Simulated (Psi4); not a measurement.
# SiH2F2 (SMILES F[SiH2]F), step by step

Aim: a geometry optimisation (PBEh-3c/def2-mSVP), then vibrational wavenumbers, then a single-point energy (CCSD(T)/def2-TZVP) of SiH2F2. 

The results are computed with Psi4 1.11.

## (1) Starting point

SiH2F2 has 5 atoms, charge 0, and is taken as a singlet. As SMILES, `F[SiH2]F`. All atoms were displaced at random from a relaxed shape. The run starts from this shape.

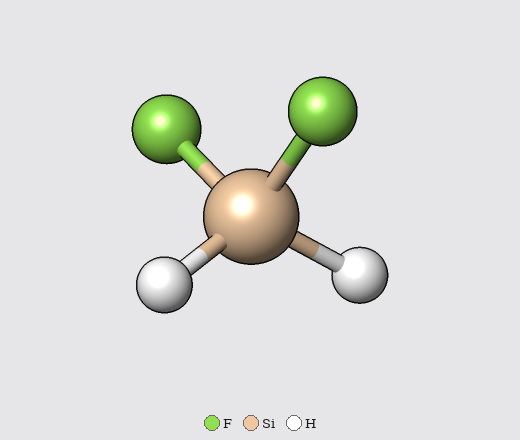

The structure, seen from a chosen angle (fluorine green, silicon light orange, hydrogen white).

## (2) A structure relaxation at PBEh-3c/def2-mSVP (density fitting) (run 1)

Contents of calc.in:

```
memory 1600 MB

molecule {
  0 1
  F
  Si 1 R2
  F 2 R3 1 A3
  H 2 R4 3 A4 1 D4
  H 2 R5 4 A5 1 D5

  R2 = 1.629071
  R3 = 1.627097
  A3 = 102.8092
  R4 = 1.466448
  A4 = 112.20489
  D4 = -107.66856
  R5 = 1.376494
  A5 = 123.08284
  D5 = -124.04156
  symmetry c1
}

set geom_maxiter 60

E, wfn = optimize('pbeh-3c', return_wfn=True)
```

The run is started by

```console
$ psi4 calc.in calc.out -n 1
```

calc.out:

```text
[...]
  Running in c1 symmetry.
[...]
  Nuclear repulsion =  117.155418674871541
[...]
  Multiplicity = 1
[...]
  Nalpha       = 17
  Nbeta        = 17
[...]
    Number of basis functions: 52
[...]
   @DF-RKS iter   1:  -489.68769373702469   -5.56796e-01   8.43945e-03 ADIIS/DIIS
[...]
   @DF-RKS iter   7:  -489.75782272099661    1.13687e-13   1.33069e-09 DIIS
[...]
    Orbital Energies [Eh]
    ---------------------
    Doubly Occupied:
       1A    -66.832620     2A    -25.097987     3A    -25.097904
       4A     -5.597723     5A     -3.891466     6A     -3.889703
       7A     -3.887587     8A     -1.323932     9A     -1.306445
      10A     -0.650934    11A     -0.564273    12A     -0.546420
      13A     -0.542388    14A     -0.503819    15A     -0.491628
      16A     -0.475679    17A     -0.400724
[...]
  @DF-RKS Final Energy:  -489.75782272099661
   => Energetics <=
    Nuclear Repulsion Energy =            117.4242627985879039
    One-Electron Energy =                -914.8243139101214183
    Two-Electron Energy =                 332.3791582816081132
    DFT Exchange-Correlation Energy =     -24.7462058768566386
    Empirical Dispersion Energy =           0.0092759857853865
    VV10 Nonlocal Energy =                  0.0000000000000000
    Total Energy =                       -489.7578227209966144
[...]
 Multipole Moments:
 ------------------------------------------------------------------------------------
     Multipole            Electronic (a.u.)      Nuclear  (a.u.)        Total (a.u.)
 ------------------------------------------------------------------------------------
 L = 1.  Multiply by 2.5417464519 to convert [e a0] to [Debye]
 Dipole X            :         -0.0001613            0.0000999           -0.0000614
 Dipole Y            :         -2.1987780            2.6733503            0.4745722
 Dipole Z            :         -1.5908907            1.9332443            0.3423536
 Magnitude           :                                                    0.5851707
[...]
  -Total Gradient:
     Atom            X                  Y                   Z
    ------   -----------------  -----------------  -----------------
       1       -0.000029281685    -0.000140573553    -0.000062458596
       2       -0.000040200549     0.000041236093    -0.000132625960
       3        0.000028241446    -0.000187502849    -0.000063287678
       4       -0.000001595926    -0.000141031255    -0.000038316959
       5        0.000043007152    -0.000127896645    -0.000104544418
[...]
    Final optimized geometry and variables:
    Molecular point group: c1
    Full point group: C1
    Geometry (in Angstrom), charge = 0, multiplicity = 1:
    F
    SI            1          R2
    F             2          R3      1          A3
    H             2          R4      3          A4      1          D4
    H             2          R5      4          A5      1          D5
    A3        =  108.2737721961
    A4        =  108.7353862390
    A5        =  113.3601428770
    D4        = -118.0703335692
    D5        = -121.1442656206
[...]
```

Standard output:

```text
Optimizer: Optimization complete!
```

Run time: 14 s. Hardware: 1 thread of Intel Xeon 6975P-C (Granite Rapids), shared host; peak memory 0.37 GiB.

Steps, from the record of the run:

| step | energy from the first frame kept (eV) | largest force (eV/Å) |
| --- | --- | --- |
| 0 | 0.0000 | 3.9406 |
| 1 | -0.2045 | 1.1803 |
| 2 | -0.2435 | 0.3529 |
| 3 | -0.2519 | 0.0603 |
| 4 | -0.2526 | 0.0235 |
| 5 | -0.2526 | 0.0103 |

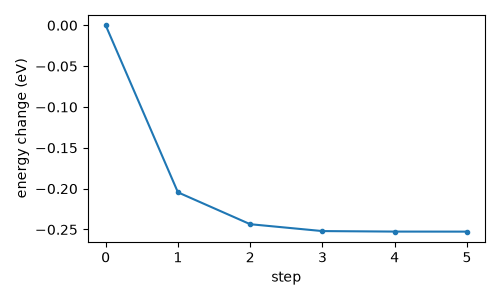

Energy along the run.

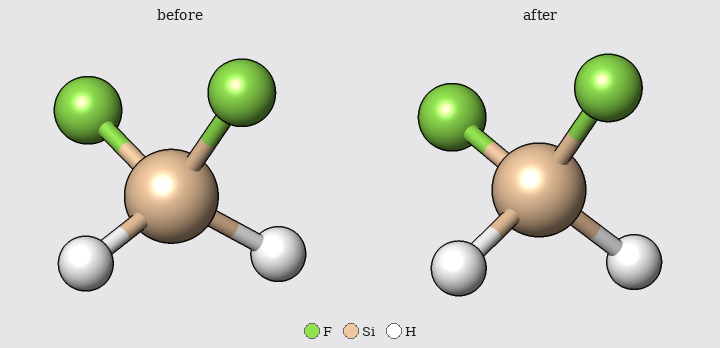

Before and after, at one scale.

After the run. Bond lengths: F1–Si2 1.605 Å, Si2–F3 1.605 Å, Si2–H4 1.476 Å, Si2–H5 1.476 Å. Angles: F1–Si2–F3 108.3°, F1–Si2–H4 108.8°, F1–Si2–H5 108.8°, F3–Si2–H4 108.7°, F3–Si2–H5 108.8°, H4–Si2–H5 113.4°.

## (3) The harmonic vibrations at PBEh-3c/def2-mSVP (density fitting) (run 2)

Contents of input.dat:

```
memory 1.6 GB

molecule m {
  0 1
  F
  Si 1 R2
  F 2 R3 1 A3
  H 2 R4 1 A4 3 D4
  H 2 R5 4 A5 3 D5

  R2 = 1.604826
  R3 = 1.604987
  A3 = 108.27378
  R4 = 1.476036
  A4 = 108.8102
  D4 = 118.02258
  R5 = 1.475906
  A5 = 113.36014
  D5 = 121.1252
  symmetry c1
}

set {
  t                          298.15
  rotational_symmetry_number 2
}

e_tot, wfn = frequencies('pbeh-3c', return_wfn=True)
print_variables()
```

The run is started by

```console
$ psi4 -i input.dat -o output.dat -n 1
```

output.dat, cut to the lines that bear on the results:

```text
[...]
  Running in c1 symmetry.
[...]
  Nuclear repulsion =  117.424262566443318
[...]
  Multiplicity = 1
[...]
  Nalpha       = 17
  Nbeta        = 17
[...]
    Number of basis functions: 52
[...]
   @DF-RKS iter   1:  -489.70069165328727   -5.60182e-01   8.23134e-03 DIIS/ADIIS
[...]
   @DF-RKS iter  10:  -489.75782199675587   -1.13687e-13   1.20179e-09 DIIS
[...]
  @DF-RKS Final Energy:  -489.75782199675587
   => Energetics <=
    Nuclear Repulsion Energy =            117.4242515752178662
    One-Electron Energy =                -914.8242891726580410
    Two-Electron Energy =                 332.3791449664080915
    DFT Exchange-Correlation Energy =     -24.7462053732414731
    Empirical Dispersion Energy =           0.0092760075176371
    VV10 Nonlocal Energy =                  0.0000000000000000
    Total Energy =                       -489.7578219967558653
[...]
 Multipole Moments:
 ------------------------------------------------------------------------------------
     Multipole            Electronic (a.u.)      Nuclear  (a.u.)        Total (a.u.)
 ------------------------------------------------------------------------------------
[...]
  -Total Gradient:
     Atom            X                  Y                   Z
    ------   -----------------  -----------------  -----------------
       1       -0.000129111232    -0.000140432645    -0.000062593830
       2       -0.000317907391     0.000040878303    -0.000133002327
       3        0.000042096077    -0.000187166788    -0.000063336746
       4        0.000181408601    -0.000052007789     0.000101241461
       5        0.000225731477    -0.000217031861    -0.000243529055
[...]
  ==> Harmonic Vibrational Analysis <==
[...]
  Freq [cm^-1]                 318.3735            735.4216            763.7317
[...]
  IR activ [km/mol]            18.5174             146.6570             0.0002
[...]
  Freq [cm^-1]                 889.3649            934.3893           1010.3852
[...]
  IR activ [km/mol]            54.9460              0.3955             149.5335
[...]
  Freq [cm^-1]                1032.9692           2361.4678           2371.4755
[...]
  IR activ [km/mol]            324.3382            57.8886             167.2631
[...]
  Total E_0, Enthalpy at 0 [K]                                                         -489.73408973 [Eh]
[...]
  Total H, Enthalpy at  298.15 [K]                                                     -489.72955492 [Eh]
[...]
```

Standard output:

```text
Warning: used thermodynamics relations inappropriate for low-frequency modes: ['318.3735']
```

Run time: 62 s. Hardware: 1 thread of Intel Xeon 6975P-C (Granite Rapids), shared host; peak memory 0.37 GiB.

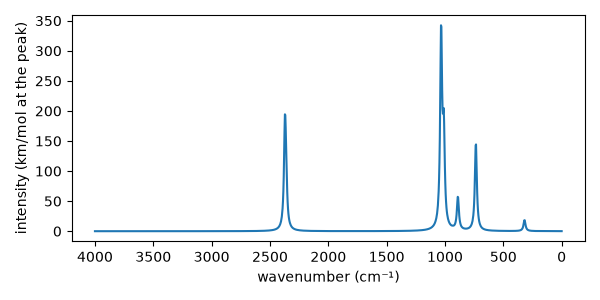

Harmonic infrared spectrum, unscaled, lines broadened by 10 cm⁻¹.

## (4) The energy at CCSD(T)/def2-TZVP (run 3)

Contents of calc.inp:

```
memory 1.6 GB

molecule system {
  0 1
  F
  Si 1 1.604826
  F 2 1.604987 1 108.27378
  H 2 1.476036 1 108.8102 3 118.02258
  H 2 1.475906 4 113.36014 3 121.1252
}

set {
  basis           def2-TZVP
  scf_type        pk
  num_frozen_docc 7
}

energy("ccsd(t)")
print_variables()
```

The run is started by

```console
$ psi4 calc.inp calc.out -n 1
```

calc.out:

```text
[...]
  Running in c1 symmetry.
[...]
  Nuclear repulsion =  117.424262566443318
[...]
  Multiplicity = 1
[...]
  Nalpha       = 17
  Nbeta        = 17
[...]
    Number of basis functions: 111
[...]
   @RHF iter   1:  -489.14739700647300   -8.26281e-01   3.87774e-03 DIIS/ADIIS
[...]
   @RHF iter  10:  -489.21212976889137   -2.10321e-12   7.41892e-09 DIIS
[...]
    Orbital Energies [Eh]
    ---------------------
    Doubly Occupied:
       1A    -68.860081     2A    -26.301775     3A    -26.301697
       4A     -6.199929     5A     -4.308035     6A     -4.307293
       7A     -4.306502     8A     -1.608363     9A     -1.591557
      10A     -0.803875    11A     -0.721057    12A     -0.700950
      13A     -0.696955    14A     -0.666723    15A     -0.650640
      16A     -0.598284    17A     -0.502146
[...]
  @RHF Final Energy:  -489.21212976889137
   => Energetics <=
    Nuclear Repulsion Energy =            117.4242625664433177
    One-Electron Energy =                -915.0210559930555974
    Two-Electron Energy =                 308.3846636577209210
    Total Energy =                       -489.2121297688913728
[...]
 Multipole Moments:
 ------------------------------------------------------------------------------------
     Multipole            Electronic (a.u.)      Nuclear  (a.u.)        Total (a.u.)
 ------------------------------------------------------------------------------------
 L = 1.  Multiply by 2.5417464519 to convert [e a0] to [Debye]
 Dipole X            :         -0.0001613            0.0001008           -0.0000604
 Dipole Y            :         -2.1124404            2.6733496            0.5609092
 Dipole Z            :         -1.5285100            1.9332450            0.4047351
 Magnitude           :                                                    0.6916861
[...]
      * MP2 total energy                      = -489.829410542412745
[...]
      * CCSD total energy                     = -489.844135785847755
[...]
      * CCSD(T) total energy                  = -489.861134795498742
[...]
```

It took 51 s on 1 thread of Intel Xeon 6975P-C (Granite Rapids), shared host; peak memory 1.4 GiB.

## (5) What came out

| quantity | value |
| --- | --- |
| run 1, PBEh-3c/def2-mSVP: total energy at the end | -489.75782 Eh |
| run 1, PBEh-3c/def2-mSVP: dipole moment | 1.49 D |
| run 1, PBEh-3c/def2-mSVP: HOMO energy | -10.90 eV |
| run 1, PBEh-3c/def2-mSVP: LUMO energy | 1.69 eV |
| run 1, PBEh-3c/def2-mSVP: HOMO–LUMO gap | 12.59 eV |
| run 2, PBEh-3c/def2-mSVP: lowest harmonic wavenumber | 318 cm⁻¹ |
| run 2, PBEh-3c/def2-mSVP: highest harmonic wavenumber | 2371 cm⁻¹ |
| run 2, PBEh-3c/def2-mSVP: zero-point energy | 62.3 kJ/mol |
| run 2, PBEh-3c/def2-mSVP: ideal-gas entropy at 298.15 K (symmetry number 2 as used) | 62.6 cal/(mol K) |
| run 3, CCSD(T)/def2-TZVP: total energy | -489.86113 Eh |
| run 3, CCSD(T)/def2-TZVP: HOMO energy (Hartree–Fock orbitals) | -13.66 eV |
| run 3, CCSD(T)/def2-TZVP: LUMO energy (Hartree–Fock orbitals) | 3.29 eV |
| run 3, CCSD(T)/def2-TZVP: HOMO–LUMO gap (Hartree–Fock orbitals) | 16.95 eV |
| run 3, CCSD(T)/def2-TZVP: correlation energy (7 core orbitals frozen) | -649.0 mEh |
| run 3, CCSD(T)/def2-TZVP: (T) correction | -17.00 mEh |
| run 3, CCSD(T)/def2-TZVP: T1 diagnostic | 0.012 |

The optimisation (run 1, PBEh-3c/def2-mSVP) took 6 steps and changed the energy by -0.253 eV. All 9 modes (run 2, PBEh-3c/def2-mSVP) are real, so the shape is a minimum at this level. The triples (run 3, CCSD(T)/def2-TZVP) make up 2.6 % of the correlation energy.
